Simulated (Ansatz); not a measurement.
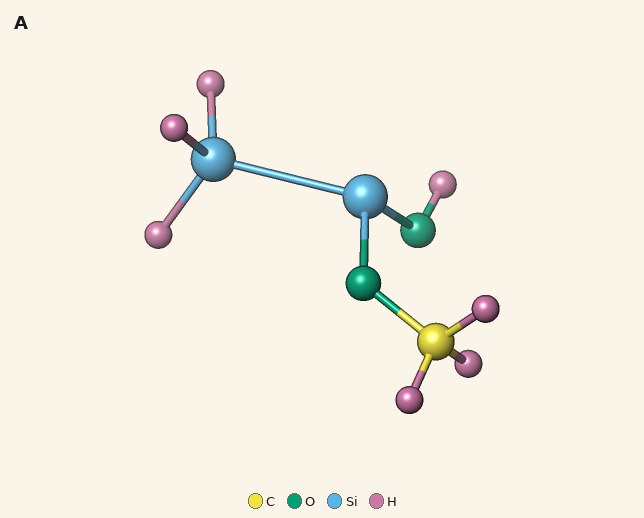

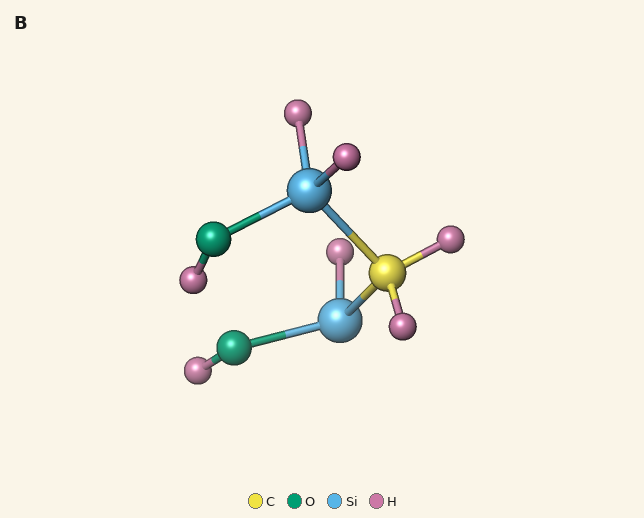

2 stationary structures of one formula. The species is neutral and a spin doublet. Geometries: PBE0-D4/def2-TZVP. Electronic energies: CCSD(T)/CBS (MP2 limit from def2-TZVPP and def2-QZVPP plus CCSD(T) − MP2) (Ansatz 0.2.0), without zero-point energy. No frequency run is at hand to confirm each as a minimum. Each is one conformer, not always the lowest.

Rank them by energy, lowest first.

B is lowest; A lies 101.8 kJ/mol above it. A is `CO[Si](O)[SiH3]`, B is `O[SiH]C[SiH2]O`.
